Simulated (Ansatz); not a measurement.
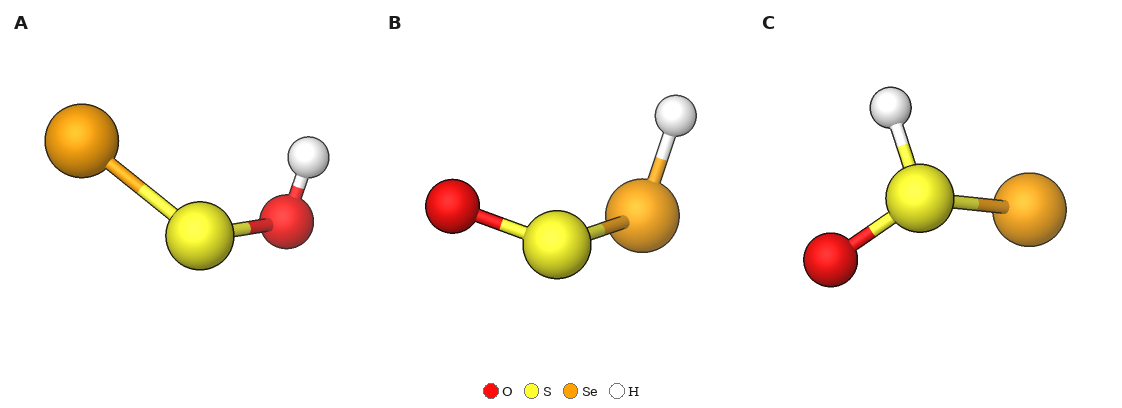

3 stationary structures of one formula. State: charge −1, singlet. Geometries: PBE-D4/def2-SVPD. Electronic energies: PBE-D4/def2-SVPD (Ansatz 0.2.0), without zero-point energy. No frequency run is at hand to confirm each as a minimum.

**Which structure is the most stable?**

A is lowest (C1); C lies 45.0 kJ/mol above it (C1), B lies 50.3 kJ/mol above it (C1).
